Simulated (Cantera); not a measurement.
Charge: 1 mol Si3N4, 7.4 mol HCl, a varied amount of N2, held at 852 °C and 1.33 mbar.

Cantera equilibrium calculation (NASA polynomials, part measured and part estimated; ideal gas, pure solids and liquids). Candidate condensed phases: NH4Cl, Si, Si3N4; 28 gas species. The tables' values for SiCl3 are old estimates; treat these amounts as uncertain. Rates play no part.

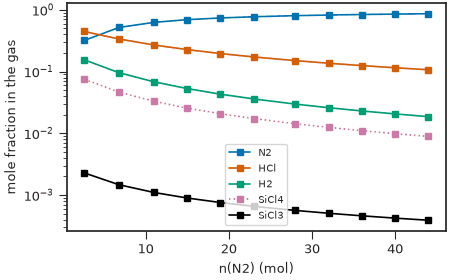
Equilibrium gas composition (values under 1e-9 drawn at 1e-9)

From 2.6 mol N2 to 44 mol N2 the condensed part is Si3N4(s). The main Si-bearing gas is SiCl4 throughout. The share of Si in condensed phases is highest at 44 mol N2 (83.7 %) and lowest at 2.6 mol N2 (74.3 %).
